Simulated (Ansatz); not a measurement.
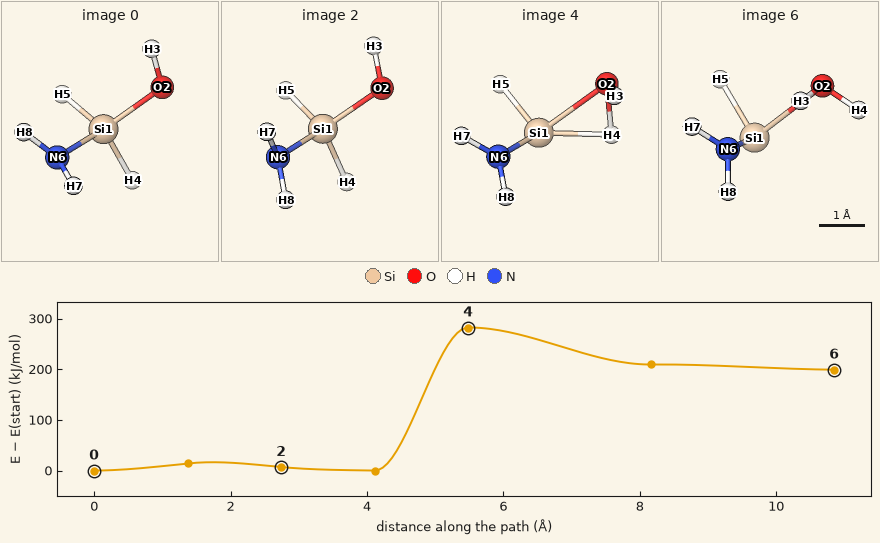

A nudged-elastic-band calculation for SiNH$_{5}$O. Images are numbered from 0 (start) to 6 (end). Style: ball-and-stick. Shown from a free direction.

Method: RKS PBE/6-31G* in Ansatz 0.2.0. Run with 5 movable images; climbing image; force threshold 0.05 eV/Å; iteration limit 60; starting path through a guess of the saddle point.

Describe the mechanism and the energy profile.

Forward barrier 282.3 kJ/mol, backward barrier 83.2 kJ/mol, with image 4 at the top; the reaction energy is +199.1 kJ/mol. The path has more than one stage, and so few images may leave a stage unresolved. Breaking: Si1–H4 (1.49 → 1.64 at the top → 2.62 Å). Forming: O2–H4 (2.48 → 1.32 at the top → 0.98 Å). The band converged in 48 iterations. The largest component of the band force went from 19 to 0.017 eV/Å. The climbing image converged on the top of the path. Its vibrational analysis gives one imaginary mode (1240i cm⁻¹), as a transition state must have.
